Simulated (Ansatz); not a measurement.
**GeH$_{6}$O$_{2}$Si (SMILES O[SiH](O)[GeH3]): density, localisation and related maps**

The calculation's input:

```
crystal:
  periodic: [false, false, false]
  atoms:
    - {symbol: O, position_ang: [-1.523229, 1.358451, 0.202314]}
    - {symbol: Si, position_ang: [0.066069, 0.939834, 0.256745]}
    - {symbol: O, position_ang: [0.951449, 1.530695, -0.996714]}
    - {symbol: Ge, position_ang: [0.266520, -1.440809, 0.326269]}
    - {symbol: H, position_ang: [-2.113504, 0.865173, -0.368002]}
    - {symbol: H, position_ang: [0.600140, 1.615278, 1.456736]}
    - {symbol: H, position_ang: [0.925236, 1.074724, -1.838387]}
    - {symbol: H, position_ang: [-0.310063, -2.051868, -0.970214]}
    - {symbol: H, position_ang: [-0.512821, -2.050477, 1.503917]}
    - {symbol: H, position_ang: [1.733303, -1.892100, 0.430235]}
basis:
  gaussian: {orbitals: def2-TZVPP}
hamiltonian: {xc: pbe0, dispersion: d4}
output: {orbitals: {seedname: orbitals}}
```

Launched as:

```sh
ansatz run in.yaml --threads 4 --pin off --events-out ev --progress --plain --max-ram 10444MiB
```

Geometry: PBE0-D4/def2-TZVP.

Method: RKS PBE0-D4/def2-TZVPP in Ansatz.

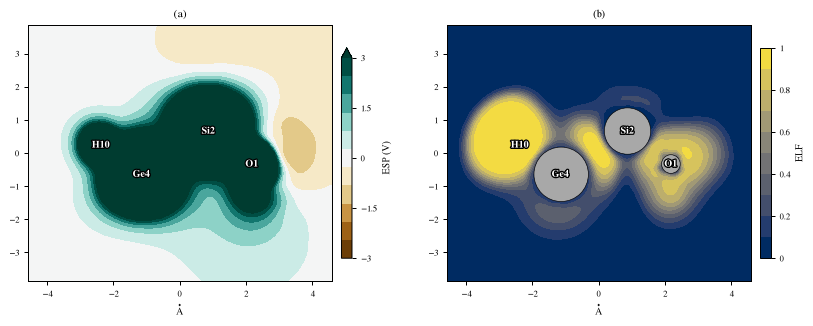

Figure 1. (a) electrostatic potential; (b) electron localisation function on the plane of atoms Si2, Ge4 and H10. Grey discs cover the atomic cores in the ELF map.

Question: Describe what can be read from this map.

Answer:
- Atoms in the plane: O, Si, Ge and H.
- Si–O (1.64 Å): the ELF peaks at about 0.85 between the atoms (a shared but strongly polarised pair).
- Si–Ge (2.39 Å): the ELF peaks at about 0.95 between the atoms: localised, covalent bonding.
- Ge–H (1.54 Å): the ELF climbs to about 1 towards the hydrogen.
- The ELF also peaks beside O1, away from the bonds: lone-pair regions.
- Outside the dense part of the molecule the potential is most negative (−1.3 V) near O1.

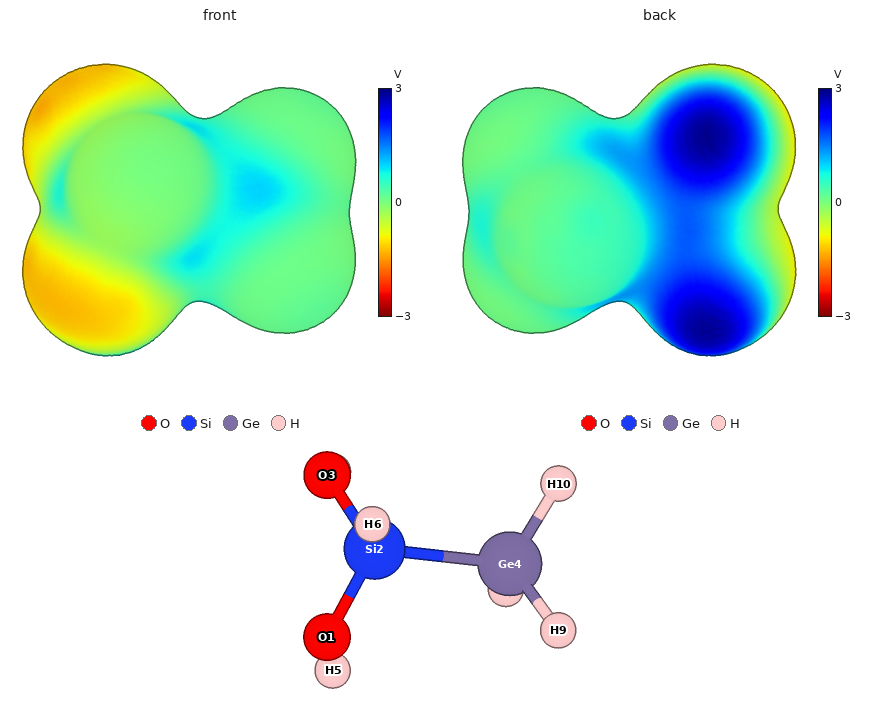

Figure 2. The molecular electrostatic potential painted on the density surface at 0.002 e/bohr³, seen from the front and from behind; the colour scale runs from red (negative) to blue (positive). The bare structure is drawn below in the same view.

Question: Where is the surface potential most negative and most positive?

Answer: The most negative region (about −1.3 V) lies over O1 and O3, the most positive (about +2.9 V) over H5 and H7.

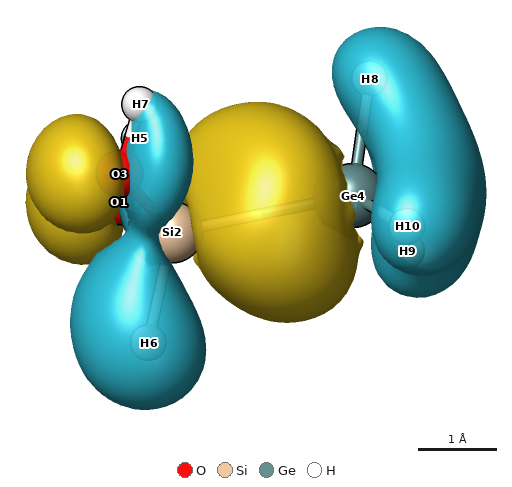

Figure 3. The HOMO at ±0.08 Å⁻³ᐟ² (yellow and cyan are the two phases), seen from one side.

Question: Describe this orbital and give its energy.

Answer: Its weight (Hirshfeld) is mainly on Ge4 (about 35 %), Si2 (about 25 %), O1 (about 10 %), O3 (about 10 %) and H6 (about 5 %). Its energy is −7.78 eV.
